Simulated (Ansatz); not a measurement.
**Ligand exchange: C2H5BrSi + C2H7MgN → C2H7NSi + C2H5BrMg**

Species: C2H5BrSi `C=C[SiH2]Br`, singlet; C2H7MgN `C[CH2][Mg][NH2]`, singlet; C2H7NSi `C=C[SiH2]N`, singlet; C2H5BrMg `C[CH2][Mg][Br]`, singlet. The partners trade Br for NH2: Si–Br and Mg–NH2 bonds give way to Si–NH2 and Mg–Br.

Shapes, held fixed at every level: PBE0-D4/def2-TZVP. Flexible molecules stand in one conformer, not always the lowest. Programs: Ansatz 0.2.0. The zero-point and thermal change to 298 K, harmonic and unscaled (PBE0-D4/def2-TZVP), is +3.4 kJ/mol.

```
             level                    kind  ΔH(298 K) (kJ/mol)  less CCSD(T)/def2-TZVPP
PBE0-D4/def2-TZVPP           global hybrid              -108.8                     -2.4
wB97M-V/def2-TZVPP  range-separated hybrid              -109.1                     -2.7
 B2PLYP/def2-TZVPP           double hybrid              -108.1                     -1.7
    MP2/def2-TZVPP     perturbation theory              -103.5                     +2.9
  CCSD(T)/def2-SVP   coupled cluster or CI              -113.4                     -7.0
   CCSD/def2-TZVPP   coupled cluster or CI              -109.3                     -2.9
CCSD(T)/def2-TZVPP   coupled cluster or CI              -106.4                      0.0
```

The highest level, CCSD(T)/def2-TZVPP, gives ΔH(298 K) = -106.4 kJ/mol; the levels span -113.4 to -103.5. The column of differences is taken from that level and isn't an error. No measured value is set beside it here. Relativity is left out for Br. Outer-core shells of Br, Mg are correlated, in sets that cover them unevenly.

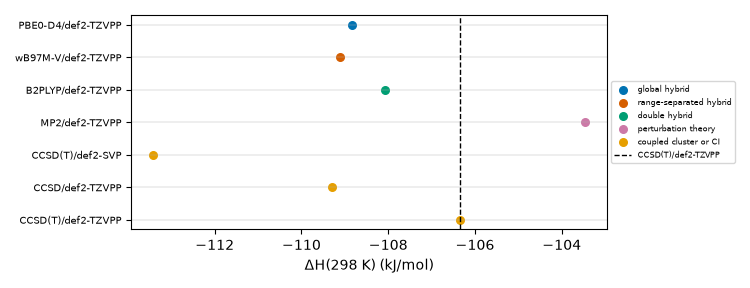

The values of the table, level by level.
